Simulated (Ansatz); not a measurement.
# The gap of SiO2 (Fddd): a ladder of methods and an error budget, part 2 of 3

The study climbs from cheap functionals to G0W0 on SiO2 (Fddd) and then asks what each convergence step is worth.

Ansatz 0.2.0; density functionals, hybrids, G0W0, plane waves, PAW. Known limits of the many-body steps: not at the basis limit.

So far. Step 4 (HSE06): The gap stands +2.05 eV against LDA. Step 5 (PBE0): The gap stands +2.82 eV against LDA.

In doubt: masses and optical values from hybrid runs of this build are listed as unsure (step 10), which bears on the screening that GW takes from such a start.

## Step 6: Dielectric tensor

ε∞ sets how strongly the crystal screens. Perturbation theory gives it with local fields and without a sum over empty bands.

This step: dielectric response by perturbation theory, LDA, plane waves, PAW; PAW set soft_1.

Input file input.yaml:

```yaml
crystal:
  lattice:
    - [0.0, 4.71625711, 7.3627753715]
    - [2.3595806657, 0.0, 7.3627753715]
    - [2.3595806657, 4.71625711, 0.0]
  atoms:
    - { symbol: Si, position: [0.56323108, 0.56323108, 0.93676892] }
    - { symbol: Si, position: [0.31323108, 0.31323108, 0.68676892] }
    - { symbol: Si, position: [0.68676892, 0.68676892, 0.31323108] }
    - { symbol: Si, position: [0.93676892, 0.93676892, 0.56323108] }
    - { symbol: O, position: [0.625, 0.125, 0.625] }
    - { symbol: O, position: [0.625, 0.625, 0.125] }
    - { symbol: O, position: [0.625, 0.625, 0.625] }
    - { symbol: O, position: [0.125, 0.625, 0.625] }
    - { symbol: O, position: [0.1865604, 0.8134396, 0.1865604] }
    - { symbol: O, position: [0.8134396, 0.1865604, 0.8134396] }
    - { symbol: O, position: [0.4365604, 0.0634396, 0.4365604] }
    - { symbol: O, position: [0.0634396, 0.4365604, 0.0634396] }
kpoints:
  mp_grid: { grid: [6, 6, 6] }
hamiltonian:
  xc: lda
  pseudopotentials: { kind: paw, azcp: { folder: soft_1 }, xc_functional: pbe }
scf:
  occupations: { method: fixed }
dielectric: {}
```

Started as:

```
$ ansatz run input.yaml --threads 3 --pin off --max-ram 92160MiB --backend cuda --events-out ev --progress --plain --runs-dir out --devices 1 --max-vram 13GiB
```

Numbers of over 12 decimals in the logs are rounded to 6 here.

The log of the run:

```text
GPUs: using 1 of 1 available (devices: 1).
[...]
GPU FFT provider: cuFFT
GPU libraries: cuBLAS 13.8.2, cuFFT 12.4.0, cuSOLVER 12.3.4
Crystal: 12 atoms, lattice volume = 163.872 Å³
Basis set: ecut = 420 eV, 3169 PW (Γ), exchange–correlation on 120×120×120 points (8 copies of the dense FFT grid, shifted against one another)
Bands: 44, of which v1, the nominal top of the filled ones, is band 32 counted from 1 (31 counted from 0)
Symmetry: 8 space group operations
k-points: 112 of 216 (irreducible under 1 space group operation, time reversal used)
[...]
GPU buffer pool allocated for 216000 grid points (all kernels)
[...]
SCF iter   1: F=—  HF=-6897.268842 eV  |F-HF|=—  |Δ(HF+E_count)|=         —  Δρ=1.22e-1  dr2=2.19e1  ethr=3.10e-3  ⟨swp⟩=4.9  Hψ=20059  notcnv=0  defer=935
[...]
SCF iter  11: F=-6890.709909 eV  HF=-6890.709909 eV  |F-HF|=3.64e-12  |Δ(HF+E_count)|=  7.64e-11  Δρ=9.56e-8  dr2=1.08e-11  ethr=1.00e-12  ⟨swp⟩=15.0  Hψ=24538  notcnv=0
SCF 1 converged in 11 iterations: F = -6890.709909 eV  dr2 = 1.08e-11
[...]
the response reads at least the filled bands of the reference SCF and the lowest empty band at each k-point, and that SCF's band table does not vouch for those bands. The notice of the band table in this run's record says why
[...]
DFPT response loops at Γ: preconditioner auto → none (the input reference at scf.mixing.eps_inf says where Resta's filter doesn't serve); β = 0.50; Broyden in place of MSR1
SCF converged after 11 iterations
Free energy (F): -6890.709909 eV
[...]
Internal energy: -6890.709909 eV  (E = F + TS)
E sigma→0 (E₀):  -6890.709909 eV
Fermi energy:    1.447518 eV
[...]
--- Band table (eV; the first three rows and the last of 112) ---
  k-point 0: bands = [... 28 lower, 0.8042, 1.0083, 1.4099, 1.4475, 6.9810, 9.5144, 9.5647, 9.9041, ... 8 higher]
  k-point 1: bands = [... 28 lower, 0.7322, 1.0204, 1.2914, 1.3648, 7.4325, 9.7563, 9.8705, 9.9661, ... 8 higher]
  k-point 2: bands = [... 28 lower, 0.7170, 1.0387, 1.1583, 1.1855, 8.4887, 10.1395, 10.3027, 10.5253, ... 8 higher]
  k-point 111: bands = [... 28 lower, 0.8286, 0.8734, 1.1237, 1.1847, 9.4065, 9.9763, 10.2058, 10.7001, ... 8 higher]
--- Dielectric response (ions clamped): 3 representative field directions + reference, on 112 of 216 k-points (Σ response iterations 23) ---
  k mesh reduced under 1 symmetry operation, with k and −k counted as one. Each operation leaves every solved perturbation unchanged. A smaller set is not considered because the run solves the response to a homogeneous field
  ε∞ (high-frequency dielectric tensor):
        2.402354    -0.000000    -0.000000
       -0.000000     2.343335     0.000000
       -0.000000     0.000000     2.398132
  Born effective charges Z* (e; rows j = field, columns β = displacement):
    site 0:
         3.48097    0.08511   -0.00000
         0.52111    3.27970   -0.00000
        -0.00000    0.00000    3.47339
    site 1:
         3.48097   -0.08511   -0.00000
        -0.52111    3.27970    0.00000
[...]
site 2:
[...]
site 3:
[...]
site 4:
[...]
site 5:
[...]
site 6:
[...]
site 7:
[...]
site 8:
[...]
site 9:
[...]
site 10:
[...]
-0.78488    0.00000   -1.70773
    site 11:
        -2.16173   -0.00000    0.81639
        -0.00000   -1.11088   -0.00000
         0.78488    0.00000   -1.70773
  Z* charge neutrality: 6.390e-5 e pre-enforcement
  k-mesh period / interband length: 28.3 Å / 0.98 Å = 28.79 at k = (0.0000, 0.0000, 0.0000), direct gap 5.534 eV — 14 or more, which is no proof of convergence
```

Run time: 58 s. Hardware: 1 × NVIDIA H100 80GB HBM3 (shared by 6 runs) with 3 threads of AMD EPYC 7R13 (Zen 3), shared host; peak memory 3 GiB; 2.3 min of CPU time.

One over ε∞ averages 0.42, above the quarter of exact exchange in PBE0, which should therefore fall short.

High-frequency dielectric tensor:

```
2.40 0.00 0.00
0.00 2.34 0.00
0.00 0.00 2.40
```

## Step 7: G0W0, 4×4×4 mesh, 147 empty bands, screening to 54 eV, PAW set soft_1 files

Now the one-shot GW correction: screening in the RPA, then the self-energy of the levels asked for. This step takes PAW set soft_1 files.

This step: G0W0 on LDA, plane waves, PAW; PAW set soft_1.

Changes to input.yaml since step 6:

```diff
@@ -19,3 +19,3 @@
 kpoints:
-  mp_grid: { grid: [6, 6, 6] }
+  mp_grid: { grid: [4, 4, 4] }
 hamiltonian:
@@ -25,2 +25,7 @@
   occupations: { method: fixed }
-dielectric: {}
+gw:
+  n_empty_bands: 147
+  ecut_chi: 54
+  qp_bands: [v4, c4]
+  qp_kpoints: band_edges
+  screening: { model: contour_deformation }
```

The log of the run:

```text
GPUs: using 1 of 1 available (devices: 1).
[...]
GPU FFT provider: cuFFT
GPU libraries: cuBLAS 13.8.2, cuFFT 12.4.0, cuSOLVER 12.3.4
Crystal: 12 atoms, lattice volume = 163.872 Å³
Basis set: ecut = 420 eV, 3169 PW (Γ)
Bands: 44, of which v1, the nominal top of the filled ones, is band 32 counted from 1 (31 counted from 0)
Symmetry: 8 space group operations
[...]
k-points: 18 of 64
[...]
0    36      9.9041    -7.7439    -3.4148   -13.2195  0.8588    11.9942    11.9648  root
[...]
17    33      8.1256    -7.6193    -3.2170   -12.5606  0.8672     9.8676     9.8499  root
    17    34      8.1256    -7.6193    -3.2170   -12.5606  0.8672     9.8676     9.8499  root
    17    35     10.0021    -6.5266    -3.5560   -12.2452  0.8618    12.1961    12.1646  root
    17    36     10.0021    -6.5266    -3.5560   -12.2452  0.8618    12.1961    12.1646  root
[key lines of the parts left out:]
SCF converged after 8 iterations
Free energy (F): -6890.709766 eV
Fermi energy:    1.447511 eV
```

Wall time 28 s (1 × NVIDIA H100 80GB HBM3 (shared by 6 runs) with 3 threads); peak memory 1.4 GiB.

This step gave:

| Item | Value |
| --- | --- |
| bands summed | 179 |
| RPA ε∞ on this mesh (eigenvalues) | 2.283, 2.338, 2.345 |
| plane waves in the screening matrix | 139 |
| G0W0 gap on the mesh | 8.379 eV |
| k of the valence top | 0, 0, 0 |
| k of the conduction bottom | 0, 0, 0 |
| starting gap on the mesh | 5.533 eV |
| least direct G0W0 gap on the computed points | 8.379 eV |

The gap on the mesh goes from 5.53 eV to 8.38 eV, a correction of +2.85 eV. Between the two edge states, bare exchange in place of the xc potential would open the gap by 10.54 eV, and correlation takes back 7.69 eV.

## Step 8: G0W0, 4×4×4 mesh, 417 empty bands, screening to 108 eV, PAW set soft_1 files

Another rung: the empty bands reach about as high as the screening cutoff, so the two stay in balance.

Changes to input.yaml since step 7:

```diff
@@ -26,4 +26,4 @@
 gw:
-  n_empty_bands: 147
-  ecut_chi: 54
+  n_empty_bands: 417
+  ecut_chi: 108
   qp_bands: [v4, c4]
```

The log of the run:

```text
GPUs: using 1 of 1 available (devices: 1).
[...]
GPU FFT provider: cuFFT
GPU libraries: cuBLAS 13.8.2, cuFFT 12.4.0, cuSOLVER 12.3.4
Crystal: 12 atoms, lattice volume = 163.872 Å³
Basis set: ecut = 420 eV, 3169 PW (Γ)
Bands: 44, of which v1, the nominal top of the filled ones, is band 32 counted from 1 (31 counted from 0)
Symmetry: 8 space group operations
[...]
k-points: 18 of 64
[...]
0    36      9.9041    -7.7439    -3.6060   -13.2195  0.8539    11.7968    11.7736  root
[...]
17    33      8.1256    -7.6193    -3.3255   -12.5606  0.8626     9.7563     9.7414  root
    17    34      8.1256    -7.6193    -3.3255   -12.5606  0.8626     9.7563     9.7414  root
    17    35     10.0021    -6.5266    -3.8107   -12.2452  0.8578    11.9337    11.9099  root
    17    36     10.0021    -6.5266    -3.8107   -12.2452  0.8578    11.9337    11.9099  root
[key lines of the parts left out:]
SCF converged after 8 iterations
Free energy (F): -6890.709766 eV
Fermi energy:    1.447511 eV
```

Elapsed: 55 s, on 1 × NVIDIA H100 80GB HBM3 (shared by 6 runs) with 3 threads; peak memory 2.1 GiB; 94 s of CPU time.

This step gave:

```
bands summed                                 : 449
RPA ε∞ on this mesh (eigenvalues)            : 2.273, 2.324, 2.337
plane waves in the screening matrix          : 425
G0W0 gap on the mesh                         : 8.532 eV
k of the valence top                         : 0, 0, 0
k of the conduction bottom                   : 0, 0, 0
starting gap on the mesh                     : 5.533 eV
least direct G0W0 gap on the computed points : 8.532 eV
```

Against the run with 4×4×4 mesh, 147 empty bands, screening to 54 eV, PAW set soft_1 files, the gap moves by +0.15 eV.

## Step 9: G0W0, 4×4×4 mesh, 898 empty bands, screening to 180 eV, PAW set soft_1 files

Changes to input.yaml since step 8:

```diff
@@ -26,4 +26,4 @@
 gw:
-  n_empty_bands: 417
-  ecut_chi: 108
+  n_empty_bands: 898
+  ecut_chi: 180.0
   qp_bands: [v4, c4]
```

The log of the run:

```text
GPUs: using 1 of 1 available (devices: 1).
[...]
GPU FFT provider: cuFFT
GPU libraries: cuBLAS 13.8.2, cuFFT 12.4.0, cuSOLVER 12.3.4
Crystal: 12 atoms, lattice volume = 163.872 Å³
Basis set: ecut = 420 eV, 3169 PW (Γ)
Bands: 44, of which v1, the nominal top of the filled ones, is band 32 counted from 1 (31 counted from 0)
Symmetry: 8 space group operations
[...]
k-points: 18 of 64
[...]
GPU buffer pool allocated for 116640 grid points (all kernels)
[...]
SCF iter   1: F=—  HF=-6897.269031 eV  |F-HF|=—  |Δ(HF+E_count)|=         —  Δρ=1.22e-1  dr2=2.19e1  ethr=3.10e-3  ⟨swp⟩=4.8  Hψ=3262  notcnv=0  defer=148
[...]
SCF iter   8: F=-6890.709766 eV  HF=-6890.709766 eV  |F-HF|=7.34e-8  |Δ(HF+E_count)|=   3.50e-6  Δρ=7.54e-6  dr2=9.25e-8  ethr=1.56e-10  ⟨swp⟩=14.2  Hψ=5069  notcnv=0
SCF 1 converged in 8 iterations: F = -6890.709766 eV  dr2 = 9.25e-8
[...]
G₀W₀ screening: q 1/18
[... further progress lines ...]
[...]
SCF converged after 8 iterations
Free energy (F): -6890.709766 eV
[...]
Internal energy: -6890.709766 eV  (E = F + TS)
E sigma→0 (E₀):  -6890.709766 eV
Fermi energy:    1.447511 eV
[...]
--- Band table (eV; the first three rows and the last of 18) ---
  k-point 0: bands = [... 28 lower, 0.8042, 1.0083, 1.4099, 1.4475, 6.9810, 9.5144, 9.5647, 9.9041, ... 8 higher]
  k-point 1: bands = [... 28 lower, 0.6813, 1.0260, 1.2064, 1.2809, 7.9190, 9.9867, 10.0478, 10.2783, ... 8 higher]
  k-point 2: bands = [... 28 lower, 0.8286, 0.8734, 1.1237, 1.1847, 9.4064, 9.9763, 10.2058, 10.7001, ... 8 higher]
  k-point 17: bands = [... 28 lower, 0.8148, 0.8148, 1.2814, 1.2814, 8.1256, 8.1256, 10.0021, 10.0021, ... 8 higher]
[...]
0    29      0.8042   -26.3416     3.9710   -20.5507  0.8015    -1.0448    -1.0157  root
     0    30      1.0083   -26.5876     4.0410   -20.7265  0.8001    -0.8411    -0.8118  root
     0    31      1.4099   -26.9245     3.9694   -21.2008  0.8013    -0.3703    -0.3444  root
     0    32      1.4475   -26.5903     3.9798   -20.8379  0.8009    -0.3521    -0.3250  root
     0    33      6.9810    -6.9733    -3.3628   -11.7613  0.8677     8.4165     8.4061  root
     0    34      9.5144    -6.1078    -3.9568   -11.8416  0.8619    11.3107    11.2914  root
     0    35      9.5647    -5.5973    -3.9265   -11.2726  0.8637    11.3321    11.3134  root
     0    36      9.9041    -7.7439    -3.7153   -13.2195  0.8525    11.6845    11.6643  root
     1    29      0.6813   -26.1489     4.0325   -20.2685  0.7995    -1.1979    -1.1665  root
     1    30      1.0260   -26.4125     3.9953   -20.6081  0.8008    -0.8119    -0.7830  root
     1    31      1.2064   -26.5855     3.9741   -20.8281  0.8011    -0.6044    -0.5769  root
     1    32      1.2809   -26.5693     3.9913   -20.7950  0.8005    -0.5299    -0.5022  root
     1    33      7.9190    -7.4924    -3.4028   -12.4070  0.8623     9.4435     9.4309  root
     1    34      9.9867    -7.2335    -3.9439   -13.0057  0.8550    11.8368    11.8151  root
     1    35     10.0478    -7.1512    -3.8845   -12.8362  0.8551    11.8695    11.8484  root
     1    36     10.2783    -6.2082    -3.9355   -11.9268  0.8579    12.0821    12.0613  root
     2    29      0.8286   -26.1856     4.0142   -20.3406  0.7996    -1.0327    -1.0022  root
     2    30      0.8734   -26.2795     4.0052   -20.4582  0.7999    -0.9724    -0.9426  root
     2    31      1.1237   -26.6072     3.9876   -20.8282  0.8010    -0.6954    -0.6676  root
     2    32      1.1847   -26.6396     3.9978   -20.8509  0.8006    -0.6341    -0.6062  root
     2    33      9.4064    -7.4892    -3.7138   -12.8954  0.8566    11.1166    11.0987  root
     2    34      9.9763    -7.5173    -3.6120   -12.8221  0.8544    11.6875    11.6691  root
     2    35     10.2058    -9.5201    -4.2914   -15.8945  0.8462    12.3183    12.2887  root
     2    36     10.7001    -6.2928    -3.9797   -12.0822  0.8572    12.5318    12.5098  root
[...]
17    29      0.8148   -25.9232     3.9764   -20.1120  0.8003    -1.0506    -1.0200  root
    17    30      0.8148   -25.9232     3.9764   -20.1120  0.8003    -1.0506    -1.0200  root
    17    31      1.2814   -26.5485     3.9583   -20.8144  0.8014    -0.5214    -0.4943  root
    17    32      1.2814   -26.5485     3.9583   -20.8144  0.8014    -0.5214    -0.4943  root
    17    33      8.1256    -7.6193    -3.4079   -12.5606  0.8608     9.6721     9.6590  root
    17    34      8.1256    -7.6193    -3.4079   -12.5606  0.8608     9.6721     9.6590  root
    17    35     10.0021    -6.5266    -3.9107   -12.2452  0.8572    11.8309    11.8100  root
    17    36     10.0021    -6.5266    -3.9107   -12.2452  0.8572    11.8309    11.8100  root
```

Elapsed: 3.3 min, on 1 × NVIDIA H100 80GB HBM3 (shared by 6 runs) with 3 threads; peak memory 4.4 GiB; 5.9 min of CPU time.

This step gave:

- bands summed: 930
- RPA ε∞ on this mesh (eigenvalues): 2.260, 2.312, 2.320
- plane waves in the screening matrix: 915
- q-points in the mesh: 64
- G0W0 gap on the mesh: 8.731 eV
- k of the valence top: 0, 0, 0
- k of the conduction bottom: 0, 0, 0
- starting gap on the mesh: 5.533 eV
- Z at the valence top: 0.8009
- Z at the conduction bottom: 0.8677
- least direct G0W0 gap on the computed points: 8.731 eV

Against the run with 4×4×4 mesh, 417 empty bands, screening to 108 eV, PAW set soft_1 files, the gap moves by +0.20 eV.

Limits: finite bands, cutoff and mesh. v1 is the top filled band, c1 the lowest empty one. The levels before and after the correction (eV, zero at the valence-band top of each column):

|  | conduction bottom | valence top |
| --- | --- | --- |
| Kohn-Sham | 5.53 | 0.00 |
| G0W0 | 8.73 | 0.00 |

|  | level | occupation | energy (eV) |
| --- | --- | --- | --- |
| Kohn-Sham | Γ v4 | 2 | -0.643 |
| Kohn-Sham | Γ v3 | 2 | -0.439 |
| Kohn-Sham | Γ v2 | 2 | -0.038 |
| Kohn-Sham | Γ v1 | 2 | 0.000 |
| Kohn-Sham | Γ c1 | 0 | 5.533 |
| Kohn-Sham | Γ c2 | 0 | 8.067 |
| Kohn-Sham | Γ c3 | 0 | 8.117 |
| Kohn-Sham | Γ c4 | 0 | 8.457 |
| G0W0 | Γ v4 | 2 | -0.691 |
| G0W0 | Γ v3 | 2 | -0.487 |
| G0W0 | Γ v2 | 2 | -0.019 |
| G0W0 | Γ v1 | 2 | 0.000 |
| G0W0 | Γ c1 | 0 | 8.731 |
| G0W0 | Γ c2 | 0 | 11.616 |
| G0W0 | Γ c3 | 0 | 11.639 |
| G0W0 | Γ c4 | 0 | 11.989 |

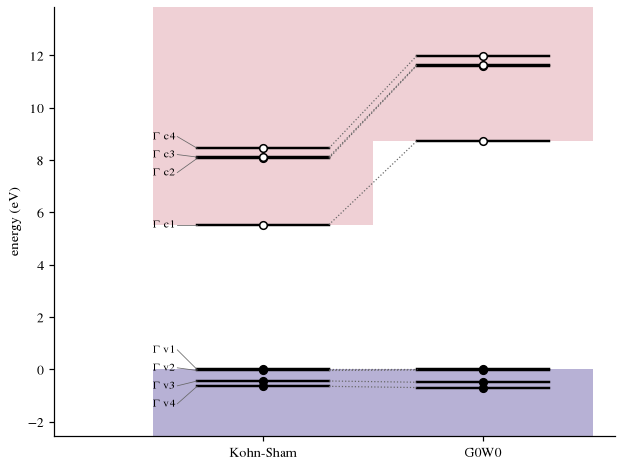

Levels before and after the correction. Shaded: valence and conduction bands. Filled marks are occupied levels, open marks empty ones.

The parts of the quasiparticle energy at the two band edges (eV; QP = start + Σx + Σc − Vxc):

| run | edge | start | Σx | Σc | Vxc | Z | QP |
| --- | --- | --- | --- | --- | --- | --- | --- |
| 179 bands | valence top | 1.45 | -26.59 | 4.45 | -20.84 | 0.81 | 0.14 |
| 179 bands | conduction bottom | 6.98 | -6.97 | -3.25 | -11.76 | 0.87 | 8.52 |
| 449 bands | valence top | 1.45 | -26.59 | 4.23 | -20.84 | 0.80 | -0.07 |
| 449 bands | conduction bottom | 6.98 | -6.97 | -3.31 | -11.76 | 0.87 | 8.46 |
| 930 bands | valence top | 1.45 | -26.59 | 3.98 | -20.84 | 0.80 | -0.33 |
| 930 bands | conduction bottom | 6.98 | -6.97 | -3.36 | -11.76 | 0.87 | 8.41 |

## Step 10: G0W0@HSE06, 4×4×4 mesh, 417 empty bands, screening to 108 eV, PAW set soft_1 files

One-shot GW remembers its start. Another functional's orbitals and levels show by how much. Bands and cutoff differ from the step before, so it is read against an earlier run that matches them.

This step: G0W0 on HSE06, plane waves, PAW; PAW set soft_1.

Changes to input.yaml since step 9:

```diff
@@ -21,4 +21,4 @@
 hamiltonian:
-  xc: lda
-  pseudopotentials: { kind: paw, azcp: { folder: soft_1 }, xc_functional: pbe }
+  xc: hse06
+  pseudopotentials: { kind: paw, azcp: { folder: soft_1 } }
 scf:
@@ -26,4 +26,4 @@
 gw:
-  n_empty_bands: 898
-  ecut_chi: 180.0
+  n_empty_bands: 417
+  ecut_chi: 108
   qp_bands: [v4, c4]
```

The log of the run:

```text
GPUs: using 1 of 1 available (devices: 1).
[...]
GPU FFT provider: cuFFT
GPU libraries: cuBLAS 13.8.2, cuFFT 12.4.0, cuSOLVER 12.3.4
Crystal: 12 atoms, lattice volume = 163.872 Å³
Basis set: ecut = 420 eV, 3169 PW (Γ)
Bands: 44, of which v1, the nominal top of the filled ones, is band 32 counted from 1 (31 counted from 0)
Symmetry: 8 space group operations
[...]
k-points: 18 of 64
[...]
0    35     10.7652    -5.2225    -3.4035    -9.7371  0.8885    11.8813    11.8763  root
     0    36     11.0979    -7.0184    -3.1792   -11.3761  0.8818    12.2823    12.2763  root
[...]
17    33      9.2149    -6.9176    -2.9894   -10.9139  0.8884    10.2257    10.2218  root
    17    34      9.2149    -6.9176    -2.9894   -10.9139  0.8884    10.2257    10.2218  root
    17    35     11.2185    -6.0290    -3.3650   -10.5856  0.8840    12.4161    12.4100  root
    17    36     11.2185    -6.0290    -3.3650   -10.5856  0.8840    12.4161    12.4100  root
[key lines of the parts left out:]
Free energy (F): -7097.613500 eV
Fermi energy:    0.449176 eV
```

It took 2.2 min on 1 × NVIDIA H100 80GB HBM3 (shared by 6 runs) with 3 threads; peak memory 2.7 GiB; 3.1 min of CPU time.

Numbers from this step:

- bands summed: 449
- RPA ε∞ on this mesh (eigenvalues): 2.008, 2.042, 2.050
- plane waves in the screening matrix: 425
- G0W0 gap on the mesh: 9.362 eV
- k of the valence top: 0, 0, 0
- k of the conduction bottom: 0, 0, 0
- starting gap on the mesh: 7.586 eV
- least direct G0W0 gap on the computed points: 9.362 eV

Against the run with 4×4×4 mesh, 417 empty bands, screening to 108 eV, PAW set soft_1 files on LDA, the gap moves by +0.83 eV, while the start moved by +2.05 eV.

(Continued in part 3 of 3.)

[Paths, hosts, dates, memory and timing lines, banners, echoed tables and standing remarks are left out of the program output.]

[Logs are printed without paths, hosts, clocks, repeated set-up lines and the standing remarks that a program may print on its own settings, such as how far it seeks lower states.]

[Runs of the session that timed out or met a known fault of the program may be left out.]

[Cells called generated may have been cut or substituted from an entry of the Crystallography Open Database or the Materials Project.]

[Hosts, paths, dates, database ids (printed as entryN), source tags and the programs' standing remarks are cut or masked in the printed files.]
